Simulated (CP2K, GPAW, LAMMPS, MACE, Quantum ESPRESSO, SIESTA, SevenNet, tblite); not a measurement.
# GPAW on glassy 79SiO2-12Al2O3-4SrO-4ZnO (mol %) (76 atoms): settings against a plane-wave reference, part 2 of 2

How do the settings of GPAW change the result for glassy 79SiO2-12Al2O3-4SrO-4ZnO (mol %) (76 atoms)? A plane-wave run serves as the yardstick.

Program: GPAW 26.7.0; the method stands at each step. Banners, paths, timers and routine set-up lines are dropped from the logs unmarked, and long logs keep their key lines alone; longer cuts are marked.

So far. Step 3 (PBE, LCAO dzp, h 0.15 Å): Against the first run (21 %), the force difference from the reference is 21 %, at 1.6 times the CPU time: the change moves forces by 20 meV/Å r.m.s., so most of the difference comes from elsewhere. Step 4 (LDA, LCAO dzp, h 0.18 Å): Against the first run (21 %), the force difference from the reference is 14 %, at 0.94 times the CPU time; another functional landing nearer a PBE reference means that errors partly cancel.

## Step 5: PBE, LCAO szp(dzp), h 0.18 Å

Method: Kohn-Sham DFT, PBE, PAW, atomic orbitals (szp(dzp)).

Input file run.py:

```python
import numpy as np
from ase.io import read
from gpaw import GPAW, FermiDirac

atoms = read("structure.xyz")
atoms.calc = GPAW(
    mode="lcao",
    basis="szp(dzp)",
    h=0.18,
    xc="PBE",
    kpts={"size": (1, 1, 1), "gamma": True},
    occupations=FermiDirac(0.05),
    maxiter=200,
    symmetry={"point_group": False},
    txt="gpaw.txt",
)
energy = atoms.get_potential_energy(force_consistent=True)
forces = atoms.get_forces()
print(f"energy {energy:.6f} eV")
print("forces (eV/A)")
for i, (a, f) in enumerate(zip(atoms, forces)):
    print(f"{i:4d} {a.symbol:2s} {f[0]:10.5f} {f[1]:10.5f} {f[2]:10.5f}")
print(f"Fermi level {atoms.calc.get_fermi_level():.4f} eV")
for k in range(len(atoms.calc.get_ibz_k_points())):
    for s in range(atoms.calc.get_number_of_spins()):
        e = atoms.calc.get_eigenvalues(kpt=k, spin=s)
        n = np.searchsorted(e, atoms.calc.get_fermi_level())
        print(f"k {k} spin {s} levels about the Fermi level:", np.round(e[max(n - 6, 0):n], 4).tolist(), "|", np.round(e[n:n + 6], 4).tolist())
```

Input file structure.xyz:

```xyz
76
Lattice="10.01332 0.00000 0.00000 0.00000 10.01332 0.00000 0.00000 0.00000 10.01332" Properties=species:S:1:pos:R:3 pbc="T T T"
[... 76 atom lines left out: the same atoms as in the first run ...]
```

Command:

```bash
> OMP_NUM_THREADS=1 python run.py > output.txt
```

Output:

```text
energy -507.850184 eV
forces (eV/A)
   0 Si    0.18399   -1.51545    1.29212
   1 Si    2.50229   -2.24043    0.53542
   2 Si   -0.43507   -0.19793   -0.06086
   3 Si    1.57163    0.15646    0.87683
   4 Si   -2.74282   -4.52346   -0.65161
   5 Si    1.72141    4.93680    1.03666
   6 Si   -0.50265    1.72198   -0.01883
   7 Si   -5.53477   -1.62132    0.35083
   8 Si   -0.62889    1.11607    0.13275
   9 Si   -1.07894    2.97084   -0.01786
  10 Si   -1.11851   -2.68496    0.13430
  11 Si   -3.87214   -0.38854   -0.87148
[...]
71 O     0.75119   -0.08168    0.18103
  72 O     1.22763    1.95438    0.90977
  73 O     1.39768    1.23300   -1.85776
  74 O     1.12876   -4.21235   -1.11311
  75 O     1.64774    1.85372   -1.82033
Fermi level 4.1322 eV
k 0 spin 0 levels about the Fermi level: [2.2045, 2.2686, 2.3423, 2.4089, 2.4874, 2.621] | [6.4467, 7.2946, 7.6975, 8.0784, 8.2077, 8.4151]
```

gpaw.txt:

```text
Input parameters:
  mode=LCAO(),
  basis={'default': 'szp(dzp)'},
  h=0.18,
  kpts=MonkhorstPack(size=(1, 1, 1), gamma=True),
  maxiter=200,
  occupations=Occupations(name='fermi-dirac', width=0.05, fixmagmom=False),
  symmetry=Symmetry(point_group=False),
  xc=XC(name='PBE')
[... lines left out ...]
  Fermi-Dirac:
[... lines left out ...]
convergence criteria:
- Maximum [total energy] change in last 3 cyles: 0.0005 eV / valence electron
[... lines left out ...]
Converged in 9 steps
[... lines left out ...]
  Free energy:    -507.850184
[... lines left out ...]
Fermi level: 4.132
[... lines left out ...]
|          0 |       -31.859 |     2.000 |
|        ... |               |           |
|        197 |         1.916 |     2.000 |
|        198 |         2.175 |     2.000 |
[...]
|        212 |         8.736 |     0.000 |
|        ... |               |           |
|        249 |        11.985 |     0.000 |
Gap: 3.826 eV
Transition (v -> c):
  (s=0, k=0, n=204, [0.00, 0.00, 0.00]) -> (s=0, k=0, n=205, [0.00, 0.00, 0.00])
No difference between direct/indirect transitions
Force computation time: 16.154  # s
timing:  # [seconds]
  Total:  87.503  # ━━━━━━━━━━━━━━━━━━━━━━━━━━━━━━━━━━━━━━━━━━━━━━━━━━━━━━━━━
  Init:    6.853  # ━━━━╸
  SCF:    64.472  # ━━━━━━━━━━━━━━━━━━━━━━━━━━━━━━━━━━━━━━━━━━
  Forces: 16.154  # ━━━━━━━━━━╸
```

Wall time 89 s (1 thread of Arm Neoverse V2, shared host); peak memory 1.4 GiB.

Numbers from this run, and their distance from the reference:

```yaml
r_m_s_force_component: 1.656 eV/Å
r_m_s_difference_of_force_components: 324.3 meV/Å
longest_difference_of_force_vectors: 937.2 meV/Å
force_difference_over_r_m_s_force: 21.96 %
slope_of_forces_against_the_reference_s: 1.105
correlation_of_force_components: 0.9851
spacing_of_highest_filled_and_lowest_empty_level: 3.826 eV
gap_difference: -0.0766 eV
```

This is a coarse setting, run to see what it loses.

Against the first run (21 %), the force difference from the reference is 22 %, at 0.78 times the CPU time, with 694 basis functions against 1012.

## Step 6: A run with a doubtful setting

Edit run.py of step 5 so:

```diff
@@ -7,3 +7,3 @@
     mode="lcao",
-    basis="szp(dzp)",
+    basis="dzp",
     h=0.18,
@@ -12,3 +12,3 @@
     occupations=FermiDirac(0.05),
-    maxiter=200,
+    maxiter=6,
     symmetry={"point_group": False},
```

structure.xyz is that of step 5.

Output:

```text
gpaw.KohnShamConvergenceError
```

gpaw.txt:

```text
Input parameters:
  mode=LCAO(),
  basis={'default': 'dzp'},
  h=0.18,
  kpts=MonkhorstPack(size=(1, 1, 1), gamma=True),
  maxiter=6,
  occupations=Occupations(name='fermi-dirac', width=0.05, fixmagmom=False),
  symmetry=Symmetry(point_group=False),
  xc=XC(name='PBE')
Unit cell  # Å
| periodic |         x |         y |         z |   lengths |    angles |
[... lines left out ...]
  Fermi-Dirac:
[... lines left out ...]
xc functional:
  name: PBE with 2 nearest neighbor stencil
interpolation: tri-quintic # 5. degree polynomial
Initialization done in: 8.432 s
convergence criteria:
- Maximum [total energy] change in last 3 cyles: 0.0005 eV / valence electron
- Maximum integral of absolute [dens]ity change: 0.0001 electrons / valence electron
- Maximum integral of absolute [eigenst]ate change: 4e-08 eV^2 / valence electron
maximum number of iterations: 6
SCF iterations
|iter     |      energy | eigst |  dens |
|---------|-------------|-------|-------|
|iter:   1| -580.029032 |      c|       |
|iter:   2| -567.314726 |      c| -0.77 |
|iter:   3| -529.737260 |      c| -0.82 |
|iter:   4| -530.243085 |      c| -1.46 |
|iter:   5| -530.473207 |      c| -1.76 |
|iter:   6| -530.444494 |      c| -2.48 |
timing:  # [seconds]
  Total: 61.995  # ━━━━━━━━━━━━━━━━━━━━━━━━━━━━━━━━━━━━━━━━━━━━━━━━━━━━━━━━━━
  Init:   8.432  # ━━━━━━━━
  SCF:   53.514  # ━━━━━━━━━━━━━━━━━━━━━━━━━━━━━━━━━━━━━━━━━━━━━━━━━━
```

It took 63 s on 1 thread; peak memory 1.5 GiB.

The run stopped without converging, so its numbers are no property of the system. The fault in the input: too few SCF iterations (iteration limit 6).

## Step 7: The ladder

Differences are against the plane-wave reference, forces as r.m.s. over components; share is that over the reference's r.m.s. force, slope the least-squares factor from reference forces to these. Total energies of different programs have different zeros and aren't compared.

```
                                       run  Δ force, r.m.s. (meV/Å)  share (%)  slope  Δ gap (eV)  cores  CPU time  memory (GiB)
                                 reference                        -          -      -           -      4   7.6 min           3.1
              GPAW PBE, LCAO dzp, h 0.18 Å                      315       21.3  1.121      -0.143      1   1.9 min           1.5
              GPAW PBE, LCAO dzp, h 0.15 Å                      314       21.3  1.121      -0.139      1     3 min           2.4
              GPAW LDA, LCAO dzp, h 0.18 Å                      209       14.2  1.074      -0.262      1   1.8 min           1.5
GPAW PBE, LCAO szp(dzp), h 0.18 Å (coarse)                      324       22.0  1.105     -0.0766      1      89 s           1.4
```

Rows marked coarse were listed beforehand as settings not expected to be converged; some can still land near the reference.

CPU time is summed over cores on a shared host, where runs went side by side, so it is rough. Symmetry, cutoffs, thresholds, outputs and thread counts weren't matched or tuned between programs; memory under MPI is the largest rank's times the ranks.

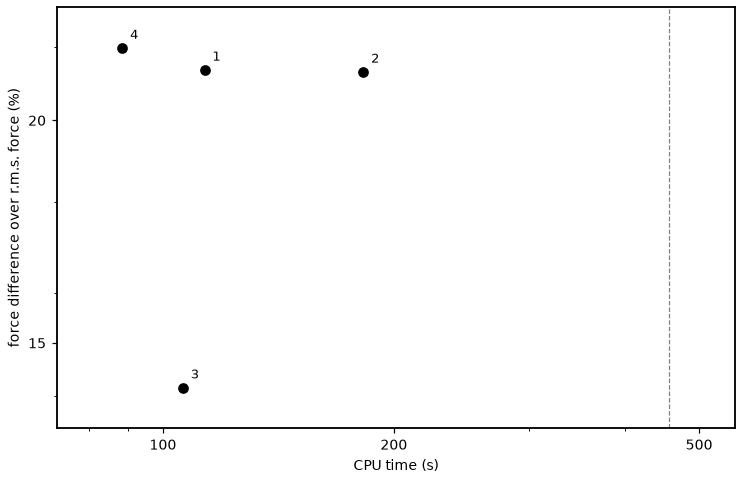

Force difference against CPU time; the dashed line marks the reference's time. Points: 1 GPAW PBE, LCAO dzp, h 0.18 Å; 2 GPAW PBE, LCAO dzp, h 0.15 Å; 3 GPAW LDA, LCAO dzp, h 0.18 Å; 4 GPAW PBE, LCAO szp(dzp), h 0.18 Å.

Within one program, basis, potentials and functional, energies share a zero. Each run against its twin at the usual cutoff or grid and solver:

```
                         run                twin  Δ energy (meV/atom)  Δ force, r.m.s. (meV/Å)  CPU time over the twin's
GPAW PBE, LCAO dzp, h 0.15 Å  LCAO dzp, h 0.18 Å                -54.6                     20.1                       1.6
```

## Step 8: What came out

```
nearest in forces : GPAW LDA, LCAO dzp, h 0.18 Å, 14 %
its CPU time      : 1.8 min
```

**Reading.** The PBE runs in local orbitals, coarse settings apart, differ by 21 % in each run; basis, grid and potentials can all enter. Rows with another functional or a dispersion term differ by 14 % (GPAW LDA, LCAO dzp, h 0.18 Å), which mixes the change of model with differences of basis and potentials. Runs with settings chosen to be coarse differ by 22 % (GPAW PBE, LCAO szp(dzp), h 0.18 Å), their programs' other errors included. Of the electronic-structure runs that take under half the reference's CPU time, GPAW LDA, LCAO dzp, h 0.18 Å comes nearest, at 14 % in 1.8 min against 7.6 min. GPAW PBE, LCAO dzp, h 0.15 Å stiffens the forces by a factor of 1.12 while following their directions (correlation 0.988); the slopes of the 4 GPAW runs lie between 1.07 and 1.12. At the same functional, gaps differ from the reference's 3.90 eV by between -0.14 and -0.08 eV. The potentials hold different valence shells: 418 electrons in the reference, 410 in GPAW; this bears on time and differences. The quench rate of 10 K/ps is many orders above laboratory rates, so the cell is likely richer in defects and strain than a real sample. The network of bonds at the start is that of the classical potential that made the cell, and needn't be the one that DFT or experiment would give. The electronic-structure runs sample only Γ, in a cell whose shortest periodic width is 10 Å.

[Also dropped from logs without a mark: logging warnings of Python, and SIESTA's first energy breakdown and zero terms.]

[Logs are printed without paths, hosts, clocks, repeated set-up lines and the standing remarks that a program may print on its own settings, such as how far it seeks lower states.]

[Hosts, paths, dates, database ids (printed as entryN), source tags and the programs' standing remarks are cut or masked in the printed files.]
